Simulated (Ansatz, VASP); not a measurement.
## PtSe2: VASP beside Ansatz

Aim: how closely do two programs agree when they are given the same cell, functional and k mesh? Valence electrons are named where the data sets of a main pair hold unlike numbers.

Main program and level: Ansatz 0.2.0; plane waves, with VASP 6.6.1 beside it; band structure at PBE and single point at PBE.

## 1. The starting structure

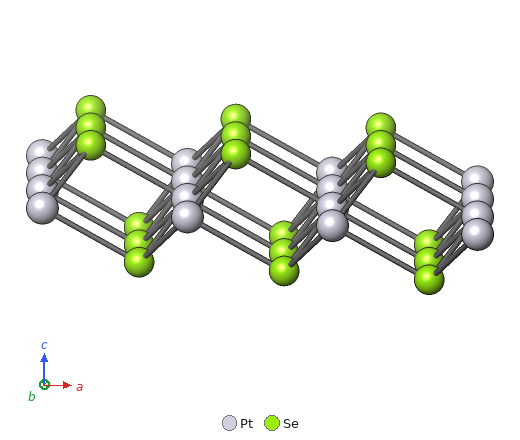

The cell as given, nearly edge on (platinum light grey, selenium green). 3×3×1 cells are drawn. Some periodic images of atoms are drawn too.

The cell holds 3 atoms: 1 Pt and 2 Se. Cell: a = 3.853 Å, b = 3.853 Å, c = 11.000 Å, α = 90.0°, β = 90.0°, γ = 120.0°. Vacuum lies along c.

## 2. Ansatz: band structure, PBE

Ansatz runs on its default PAW (the set named soft_2) files.

The same path points are solved in both programs, so levels can be compared one by one.

input.yaml reads:

```yaml
crystal:
  lattice:
    - [3.85274258, 0.0, 0.0]
    - [-1.92637129, 3.3365729485, 0.0]
    - [0.0, 0.0, 11.0]
  atoms:
    - { symbol: Pt, position: [0.0, 0.0, 0.5] }
    - { symbol: Se, position: [0.3333333333, 0.6666666667, 0.6137002491] }
    - { symbol: Se, position: [0.6666666667, 0.3333333333, 0.3862997509] }
hamiltonian:
  xc: pbe
  pseudopotentials: { kind: paw }
kpoints:
  mp_grid: { grid: [9, 9, 1] }
  band_path:
    path:
      - [0.0, 0.0, 0.0]
      - [0.13636, 0.0, 0.0]
      - [0.31818, 0.0, 0.0]
      - [0.5, 0.0, 0.0]
      - [0.4697, 0.06061, 0.0]
      - [0.40909, 0.18182, 0.0]
      - [0.34848, 0.30303, 0.0]
      - [0.30303, 0.30303, 0.0]
      - [0.18182, 0.18182, 0.0]
      - [0.15152, 0.15152, 0.0]
      - [0.06061, 0.06061, 0.0]
      - [0.0, 0.0, 0.0]
      - [0.0, 0.0, 0.18182]
      - [0.0, 0.0, 0.36364]
      - [0.0, 0.0, 0.5]
      - [0.13636, 0.0, 0.5]
      - [0.22727, 0.0, 0.5]
      - [0.31818, 0.0, 0.5]
      - [0.5, 0.0, 0.5]
      - [0.4697, 0.06061, 0.5]
      - [0.40909, 0.18182, 0.5]
      - [0.34848, 0.30303, 0.5]
      - [0.30303, 0.30303, 0.5]
      - [0.18182, 0.18182, 0.5]
      - [0.06061, 0.06061, 0.5]
      - [0.5, 0.0, 0.5]
      - [0.5, 0.0, 0.31818]
      - [0.5, 0.0, 0.13636]
      - [0.5, 0.0, 0.0]
      - [0.33333, 0.33333, 0.13636]
      - [0.33333, 0.33333, 0.31818]
      - [0.33333, 0.33333, 0.5]
    npoints: 1
scf:
  occupations: { method: gaussian, width: 0.01 }
  n_extra_bands: 7
output:
  forces: true
  eigenvalues: true
```

Launch:

```
ansatz run input.yaml --threads 2 --pin off --max-ram 4608MiB --backend cpu --events-out ev --progress --plain --runs-dir out
```

Numbers of over 12 decimals in the logs are rounded to 6 here.

Output:

```text
scf.n_extra_bands = 7 over 25 filled bands (N_el = 50.0): the run solves 32 bands
Engine: ansatz 0.2.0, aarch64-unknown-linux-gnu
Pseudopotentials: kind: paw
Pseudopotential: Pt, paw, valence charge 18, recommended cutoff 420 eV (normal), Pt.paw.azcp
Pseudopotential: Se, paw, valence charge 16, recommended cutoff 420 eV (normal), Se.paw.azcp
Functional definition: PBE
  parameter kappa = 0.804
  parameter beta = 0.066725
  exchange = pbe_x(kappa = kappa, mu = beta*pi^2/3)
  correlation = pbe_c(beta = beta)
Crystal: 3 atoms, lattice volume = 141.405 Å³
Basis set: ecut = 420 eV, 2785 PW (Γ), exchange–correlation on 54×54×150 points (8 copies of the dense FFT grid, shifted against one another)
Bands: 32, of which v1, the nominal top of the filled ones, is band 25 counted from 1 (24 counted from 0)
Symmetry: 12 space group operations
Space group: P-3m1 (ITA 164), of the structure as read, at distance tolerance 5.2e-5 Å
k-points: 12 of 81
Non-local potential: Pt, projectors of the file, l = 0: 3, l = 1: 2, l = 2: 2, l = 3: 1
Non-local potential: Se, projectors of the file, l = 0: 2, l = 1: 2, l = 2: 3, l = 3: 1
PAW form: soft (Blöchl's): semilocal exchange-correlation on the pseudo side does not see the compensation charge
PAW one-centre angular grid: Pt, 590 points (default); XC on 64 Gauss nodes
PAW one-centre angular grid: Se, 590 points (default); XC on 64 Gauss nodes
Initial density: superposition of atomic densities (neutral atoms: chi_scale 0, normalization atom), corrected by the library's trained network
Initial wavefunctions: pseudopotential atomic-orbital guess
Functional: x = pbe(κ = 0.804, μ = 0.219515), c = pbe(β = 0.066725)
SCF iter   1: F=—  HF=-23462.307226 eV  |F-HF|=—  |Δ(HF+E_count)|=         —  Δρ=2.00e-3  dr2=5.32e-3  ethr=1.77e-3  ⟨swp⟩=7.8  Hψ=1744  notcnv=0
preconditioner: auto → Resta (q_TF=auto, 2.294 Å⁻¹)  ε∞=3.1  [insulator: Δε(μ)=1.263 eV  Ē_g=10.224 eV  σ=0.010 eV  W_gap=1.00  n_scr=38 (ndim 8)  ℏωp=14.6 eV  f_vac=0.521  D(μ)=0.00/eV (n_scr^D=0)  ε∞_Penn≈3.1  vacuum switching on, ρ_ref=7.6e-3 e/Å³]
SCF iter   2: F=—  HF=-23462.306670 eV  |F-HF|=—  |Δ(HF+E_count)|=   5.56e-4  Δρ=1.04e-3  dr2=1.95e-3  ethr=1.06e-5  ⟨swp⟩=3.0  Hψ=727  notcnv=0  defer=18
SCF iter   3: F=—  HF=-23462.306610 eV  |F-HF|=—  |Δ(HF+E_count)|=   6.07e-5  Δρ=5.89e-4  dr2=5.00e-4  ethr=3.91e-6  ⟨swp⟩=2.8  Hψ=540  notcnv=0  defer=18
SCF iter   4: F=—  HF=-23462.306635 eV  |F-HF|=—  |Δ(HF+E_count)|=   2.56e-5  Δρ=8.93e-5  dr2=1.26e-5  ethr=1.00e-6  ⟨swp⟩=3.0  Hψ=594  notcnv=0  defer=18
SCF iter   5: F=—  HF=-23462.306610 eV  |F-HF|=—  |Δ(HF+E_count)|=   2.50e-5  Δρ=3.53e-5  dr2=1.53e-6  ethr=2.52e-8  ⟨swp⟩=2.0  Hψ=544  notcnv=0  defer=18
SCF iter   6: F=—  HF=-23462.306611 eV  |F-HF|=—  |Δ(HF+E_count)|=   1.30e-6  Δρ=9.33e-6  dr2=1.88e-7  ethr=3.06e-9  ⟨swp⟩=2.0  Hψ=541  notcnv=0  defer=18
SCF iter   7: F=-23462.306611 eV  HF=-23462.306611 eV  |F-HF|=1.03e-8  |Δ(HF+E_count)|=   1.01e-7  Δρ=2.08e-6  dr2=7.12e-9  ethr=2.00e-10  ⟨swp⟩=10.8  Hψ=1743  notcnv=0
SCF 1 converged in 7 iterations: F = -23462.306611 eV  dr2 = 7.12e-9
  greatest PAW one-centre occupation: 1.000 electrons in one spin orbital (limit 2), on the Pt atom at site 0 (counted from 0), in its partial waves of l = 0
NSCF: frozen V_eff on 32 k-points
SCF converged after 7 iterations
Free energy (F): -23462.306611 eV
Harris-Foulkes:  -23462.306611 eV  (|F-HF|=1.03e-8)
Internal energy: -23462.306611 eV  (E = F + TS)
E sigma→0 (E₀):  -23462.306611 eV
Fermi energy:    2.624014 eV
--- Per-component energies (eV) ---
  E_band       = -1461.543102
  E_kinetic    = 870.470256
  E_local      = -20249.112497  (includes V_loc(G=0)·N_el)
  E_nonlocal   = -990.651566
  E_hartree    = 9629.012521
  E_xc         = -468.540929
  E_vxc        = -496.942358  (∫ρ·V_xc dr)
  E_paw        = -13277.853388  (= ΣΔE_a)
  E_vpaw       = 146.674594  (= ΣTr[D̂ρ^β])
  E_aug_tail   = -0.000989  (compensation charges beyond the density's cutoff)
  E_ewald      = 1024.369981
  E_smearing   = -0.000000  (= −TS)
  E_closure    = -0.000000  (closes the sum)
  Σ components = -23462.306611   (vs F -23462.306611, Δ=0.00e0)
--- Forces (eV/Å), atoms counted from 1 ---
  atom   1  Pt    -0.00000000     0.00000000     0.00000000
  atom   2  Se     0.00000000    -0.00000000     0.00864167
  atom   3  Se     0.00000000     0.00000000    -0.00864167
  max |Σ_I F_I| component: 1.73e-18 eV/Å
--- Band table (eV; the first three rows and the last of 12) ---
  k-point 0: bands = [... 21 lower, 0.9026, 1.5247, 1.7765, 1.7765, 4.7425, 4.7425, 6.1796, 7.3385, ... 3 higher]
  k-point 1: bands = [... 21 lower, 0.4243, 1.7313, 1.7577, 1.8072, 4.0518, 4.5826, 6.5969, 7.9239, ... 3 higher]
  k-point 2: bands = [... 21 lower, -0.0827, 1.5057, 1.5134, 2.0032, 3.2429, 4.4085, 7.3516, 7.5371, ... 3 higher]
  k-point 11: bands = [... 21 lower, -0.4714, 0.0077, 0.9526, 0.9526, 3.7249, 3.7249, 8.0509, 10.2466, ... 3 higher]
```

The job ended after 5.6 s (2 threads of Arm Neoverse N1, shared host; peak memory 0.38 GiB).

Reading the cycles: dr2 is the Hartree energy of the density residual (eV), the measure of convergence; HF is the Harris–Foulkes estimate of the energy, which meets the free energy F at convergence.

## 3. VASP: band structure, PBE

The same cell, functional, mesh and smearing now go to VASP, with its own data sets.

Lines of VASP's logs that name or quote its potential files are left out, and so is its time.

INCAR reads:

```
SYSTEM = PtSe2
PREC = Accurate
ENCUT = 300
EDIFF = 1E-08
NELM = 100
ISMEAR = 0
SIGMA = 0.01
LREAL = .FALSE.
ALGO = Normal
GGA = PE
NBANDS = 17
LASPH = .TRUE.
LORBIT = 11
LWAVE = .TRUE.
LCHARG = .FALSE.
KPAR = 8
```

POSCAR reads:

```
PtSe2
1.0
    3.8527425800      0.0000000000      0.0000000000
   -1.9263712900      3.3365729485      0.0000000000
    0.0000000000      0.0000000000     11.0000000000
Pt Se
1 2
Direct
    0.0000000000      0.0000000000      0.5000000000
    0.3333333333      0.6666666667      0.6137002491
    0.6666666667      0.3333333333      0.3862997509
```

KPOINTS reads:

```
Automatic mesh
0
Gamma
9 9 1
0 0 0
```

KPOINTS_OPT reads:

```
Line mode
12
Line-mode
Reciprocal
  0.00000000   0.00000000   0.00000000 GAMMA
  0.50000000   0.00000000   0.00000000 M

  0.50000000   0.00000000   0.00000000 M
  0.33333333   0.33333333   0.00000000 K

  0.33333333   0.33333333   0.00000000 K
  0.00000000   0.00000000   0.00000000 GAMMA

  0.00000000   0.00000000   0.00000000 GAMMA
  0.00000000   0.00000000   0.50000000 A

  0.00000000   0.00000000   0.50000000 A
  0.50000000   0.00000000   0.50000000 L

  0.50000000   0.00000000   0.50000000 L
  0.33333333   0.33333333   0.50000000 H

  0.33333333   0.33333333   0.50000000 H
  0.00000000   0.00000000   0.50000000 A

  0.50000000   0.00000000   0.50000000 L
  0.50000000   0.00000000   0.00000000 M

  0.33333333   0.33333333   0.00000000 K
  0.33333333   0.33333333   0.50000000 H
```

The projector-augmented-wave data sets are Pt_GW and Se_GW (PBE family, release 64).

Launch:

```
mpirun -np 8 vasp_std
```

Output:

```text
[banner, memory and clock lines left out]
running    8 mpi-ranks, on    1 nodes
 distrk:  each k-point on    1 cores,    8 groups
 distr:  one band on    1 cores,    1 groups

 POSCAR found type information on POSCAR PtSe
 POSCAR found :  2 types and       3 ions
|                                                                             |
|           W    W    AA    RRRRR   N    N  II  N    N   GGGG   !!!           |
|           W    W   A  A   R    R  NN   N  II  NN   N  G    G  !!!           |
|           W    W  A    A  R    R  N N  N  II  N N  N  G       !!!           |
|           W WW W  AAAAAA  RRRRR   N  N N  II  N  N N  G  GGG   !            |
|           WW  WW  A    A  R   R   N   NN  II  N   NN  G    G                |
|           W    W  A    A  R    R  N    N  II  N    N   GGGG   !!!           |
|                                                                             |
|     For optimal performance we recommend to set                             |
|       NCORE = 2 up to number-of-cores-per-socket                            |
|     NCORE specifies how many cores store one orbital (NPAR=cpu/NCORE).      |
|     This setting can greatly improve the performance of VASP for DFT.       |
|     The default, NCORE=1 might be grossly inefficient on modern             |
|     multi-core architectures or massively parallel machines. Do your        |
|     Unfortunately you need to use the default for GW and RPA                |
|     calculations (for HF NCORE is supported but not extensively tested      |
|     yet).                                                                   |
|                                                                             |

 LDA part: xc-table for (Slater+PW92), standard interpolation
 POSCAR, INCAR and KPOINTS ok, starting setup
 FFT: planning ... GRIDC
 FFT: planning ... GRID_SOFT
 FFT: planning ... GRID
 WAVECAR not read
 entering main loop
       N       E                     dE             d eps       ncg     rms          rms(c)
DAV:   1     0.104766399971E+03    0.10477E+03   -0.66814E+03   617   0.748E+02
DAV:   2    -0.430700331766E+01   -0.10907E+03   -0.10536E+03   646   0.205E+02
DAV:   3    -0.147630521749E+02   -0.10456E+02   -0.10129E+02   608   0.593E+01
DAV:   4    -0.151266303382E+02   -0.36358E+00   -0.36296E+00   592   0.119E+01
DAV:   5    -0.151373953914E+02   -0.10765E-01   -0.10760E-01   608   0.184E+00    0.103E+01
DAV:   6    -0.144970280352E+02    0.64037E+00   -0.51554E+00   672   0.249E+01    0.727E+00
DAV:   7    -0.142772828209E+02    0.21975E+00   -0.10014E+00   568   0.115E+01    0.298E+00
DAV:   8    -0.142687737406E+02    0.85091E-02   -0.10166E-01   632   0.191E+00    0.764E-01
DAV:   9    -0.142632395119E+02    0.55342E-02   -0.20221E-02   560   0.169E+00    0.219E-01
DAV:  10    -0.142635728922E+02   -0.33338E-03   -0.32068E-03   472   0.421E-01    0.750E-02
DAV:  11    -0.142635987950E+02   -0.25903E-04   -0.27475E-04   568   0.142E-01    0.210E-02
DAV:  12    -0.142636056512E+02   -0.68562E-05   -0.62099E-05   504   0.694E-02    0.758E-03
DAV:  13    -0.142636141077E+02   -0.84566E-05   -0.10456E-05   472   0.193E-02    0.791E-03
DAV:  14    -0.142636355940E+02   -0.21486E-04   -0.10287E-05   462   0.137E-02    0.479E-03
DAV:  15    -0.142636414476E+02   -0.58536E-05   -0.20523E-06   510   0.771E-03    0.460E-03
DAV:  16    -0.142636424699E+02   -0.10223E-05   -0.54935E-07   536   0.410E-03    0.655E-04
DAV:  17    -0.142636424289E+02    0.41038E-07   -0.15852E-08   408   0.129E-03    0.259E-04
DAV:  18    -0.142636424284E+02    0.48294E-09   -0.77129E-09   456   0.892E-04
   1 F= -.14263642E+02 E0= -.14263642E+02  d E =-.782782E-41
 Start KPOINTS_OPT (optional k-point list driver)
k-point batch [1-12\108]
       N       E                     dE             ncg
DAV:   1    -0.339044666048E+02   -0.30038E+04      625
DAV:   2    -0.132839829963E+04   -0.12945E+04      638
DAV:   3    -0.144109232678E+04   -0.11269E+03      624
DAV:   4    -0.144519653248E+04   -0.41042E+01      608
DAV:   5    -0.144531603111E+04   -0.11950E+00      600
DAV:   6    -0.144532598953E+04   -0.99584E-02      712
DAV:   7    -0.144532627427E+04   -0.28474E-03      656
DAV:   8    -0.144532627661E+04   -0.23359E-05      592
DAV:   9    -0.144532627670E+04   -0.87851E-07      584
DAV:  10    -0.144532627671E+04   -0.13388E-07      488
DAV:  11    -0.144532627671E+04   -0.15434E-08      408
[...]
k-point batch [97-108\108]
       N       E                     dE             ncg
DAV:   1    -0.876254399895E+02   -0.71345E+04      615
DAV:   2    -0.140453189208E+04   -0.13169E+04      662
DAV:   3    -0.149817332842E+04   -0.93641E+02      528
DAV:   4    -0.150281488870E+04   -0.46416E+01      704
DAV:   5    -0.150287916717E+04   -0.64278E-01      608
DAV:   6    -0.150288353968E+04   -0.43725E-02      752
DAV:   7    -0.150288355785E+04   -0.18168E-04      632
DAV:   8    -0.150288355865E+04   -0.79910E-06      704
DAV:   9    -0.150288355867E+04   -0.23767E-07      560
DAV:  10    -0.150288355867E+04   -0.23033E-08      504
 writing wavefunctions
```

OUTCAR, selected parts (step 3):

```text
ion  position               nearest neighbor table
   1  0.000  0.000  0.500-   2 2.55   3 2.55   2 2.55   3 2.55   3 2.55   2 2.55
   2  0.333  0.667  0.614-   1 2.55   1 2.55   1 2.55
   3  0.667  0.333  0.386-   1 2.55   1 2.55   1 2.55

  LATTYP: Found a hexagonal cell.
 ALAT       =     3.8527425800
 C/A-ratio  =     2.8551089961

 Subroutine GETGRP returns: Found 12 space group operations
 (whereof 12 operations were pure point group operations)

The static configuration has the point symmetry D_3d.

 Found     12 irreducible k-points:

   k-points           NKPTS =     12   k-points in BZ     NKDIM =     12   number of bands    NBANDS=     17

   dimension x,y,z NGX =    24 NGY =   24 NGZ =   64
   dimension x,y,z NGXF=    48 NGYF=   48 NGZF=  128

   ENCUT  =  300.0 eV  22.05 Ry    4.70 a.u.   5.44  5.44 15.53*2*pi/ulx,y,z

   NELECT =      22.0000    total number of electrons

 k-points in reciprocal lattice and weights: Automatic mesh
   0.00000000  0.00000000  0.00000000       0.012
   0.11111111 -0.00000000  0.00000000       0.074
   0.22222222 -0.00000000  0.00000000       0.074
   0.33333333  0.00000000  0.00000000       0.074
   0.44444444 -0.00000000  0.00000000       0.074
   0.11111111  0.11111111  0.00000000       0.074
   0.22222222  0.11111111  0.00000000       0.148
   0.33333333  0.11111111  0.00000000       0.148
   0.44444444  0.11111111  0.00000000       0.074
   0.22222222  0.22222222  0.00000000       0.074
   0.33333333  0.22222222  0.00000000       0.148
   0.33333333  0.33333333  0.00000000       0.025

 average (electrostatic) potential at core
       1 -87.7389       2 -59.0562       3 -59.0562

 E-fermi :  -0.8347

 k-point     1 :       0.0000    0.0000    0.0000
  band No.  band energies     occupation
    ...
      7      -3.6751      2.00000
      8      -2.0283      2.00000
      9      -1.4116      2.00000
     10      -1.1546      2.00000
     11      -1.1546      2.00000
     12       1.8028      0.00000
     13       1.8028      0.00000
     14       3.2369      0.00000
     15       4.4022      0.00000
     16       5.0526      0.00000
    ...

 k-point     2 :       0.1111   -0.0000    0.0000
  band No.  band energies     occupation
    ...
      7      -3.7678      2.00000
      8      -2.5077      2.00000
      9      -1.2047      2.00000
     10      -1.1745      2.00000
     11      -1.1256      2.00000
     12       1.1126      0.00000
     13       1.6437      0.00000
     14       3.6581      0.00000
     15       4.9838      0.00000
     16       5.2109      0.00000
    ...

 k-point     3 :       0.2222   -0.0000    0.0000
  band No.  band energies     occupation
    ...
      7      -3.9177      2.00000
      8      -3.0178      2.00000
      9      -1.4290      2.00000
     10      -1.4214      2.00000
     11      -0.9282      2.00000
     12       0.2992      0.00000
     13       1.4711      0.00000
     14       4.4190      0.00000
     15       4.5908      0.00000
     16       5.8122      0.00000
    ...

  Total       -1.9502042     -1.9502042     -0.0275375      0.0000000     -0.0000000      0.0000000
  in kB      -22.0966979    -22.0966979     -0.3120118      0.0000000     -0.0000000      0.0000000
  external PRESSURE =     -14.8351359 kB  Pullay stress =       0.0000000 kB

  energy-cutoff  :      300.00
  volume of cell :      141.40
      direct lattice vectors                 reciprocal lattice vectors
     3.852742580  0.000000000  0.000000000     0.259555363  0.149854359  0.000000000
    -1.926371290  3.336572949  0.000000000     0.000000000  0.299708718  0.000000000
     0.000000000  0.000000000 11.000000000     0.000000000  0.000000000  0.090909091

 POSITION                                       TOTAL-FORCE (eV/Angst)
 -----------------------------------------------------------------------------------
      0.00000      0.00000      5.50000         0.000000      0.000000     -0.000000
     -0.00000      2.22438      6.75070         0.000000     -0.000000      0.001273
      1.92637      1.11219      4.24930        -0.000000      0.000000     -0.001273
 -----------------------------------------------------------------------------------
    total drift:                               -0.000000      0.000000      0.000000

  FREE ENERGIE OF THE ION-ELECTRON SYSTEM (eV)
  ---------------------------------------------------
  free  energy   TOTEN  =       -14.2636424284 eV

  energy  without entropy=      -14.2636424284  energy(sigma->0) =      -14.26364243

 total charge
# of ion       s       p       d       f       tot
--------------------------------------------------
    1        0.642   0.633   7.883   0.051   9.208
    2        1.473   2.187   0.052   0.000   3.712
    3        1.473   2.187   0.052   0.000   3.712
--------------------------------------------------
tot          3.588   5.006   7.987   0.051  16.632

[... 3 further parts left out ...]
```

(Continued in part 2 of 2.)

[Lines on the potential files, build, host, timing and source positions are cut from VASP's logs without a mark.]

[Logs are printed without paths, hosts, clocks, repeated set-up lines and the standing remarks that a program may print on its own settings, such as how far it seeks lower states.]

[Hosts, paths, dates, database ids (printed as entryN), source tags and the programs' standing remarks are cut or masked in the printed files.]
